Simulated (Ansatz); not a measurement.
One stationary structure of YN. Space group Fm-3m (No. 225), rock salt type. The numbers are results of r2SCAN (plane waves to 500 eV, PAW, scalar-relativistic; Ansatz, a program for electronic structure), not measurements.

Space group Fm-3m (No. 225); a = b = c = 4.896 Å, α = β = γ = 90.00°

```json
[
 {"atom": "Y", "site": "4b", "symmetry": "m-3m", "x": "0.5000", "y": "0.5000", "z": "0.5000"},
 {"atom": "N", "site": "4a", "symmetry": "m-3m", "x": "0.0000", "y": "0.0000", "z": "0.0000"}
]
```
(The calculation used a cell of 2 atoms; values per cell refer to that cell.)

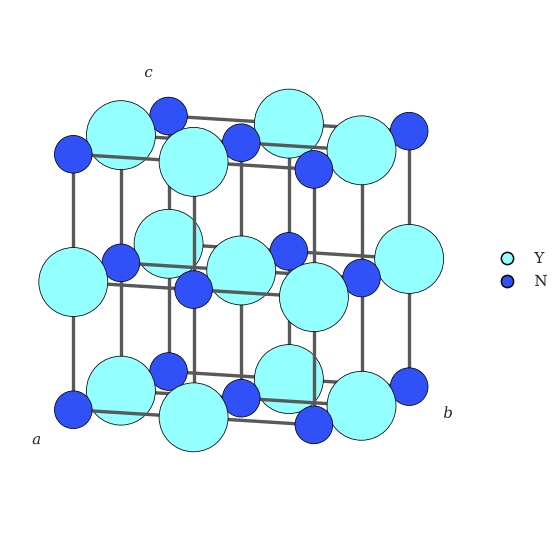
Fig. 1. The conventional cell of the relaxed structure

For YN, the volume per atom is 14.67 Å³, the density is 5.83 g/cm³ and the band gap comes out as 0.58 eV, indirect (valence top at Γ, conduction bottom at X) (no spin-orbit coupling). The smallest direct gap is 0.98 eV at X, the shortest distances comes out as N–Y 2.45 Å; Y–Y 3.46 Å; N–N 3.46 Å and the k-mesh is 12×12×12.

Band energies at high-symmetry points (eV from the VBM; labels of this space group; no spin-orbit coupling), from −5 eV up to 3.3 eV:

| point | energies |
|---|---|
| Γ | 0.00 0.00 0.00 |
| X | -1.53 -0.40 -0.40 0.58 |
| U | -2.17 -1.60 -1.34 2.86 |
| K | -2.17 -1.60 -1.34 2.86 |
| L | -4.05 -2.28 -2.28 |
| W | -2.18 -1.53 -1.53 |

No spin polarisation in the result.

Measured for YN: a 4.877 Å (as listed in G. Soto, M.G. Moreno-Armenta, A. Reyes-Serrato, Computational Materials Science (2007)). Computed minus measured — a: r2SCAN +0.4 %. The computed values are for a static lattice.

The run could not lose the symmetry of its start.
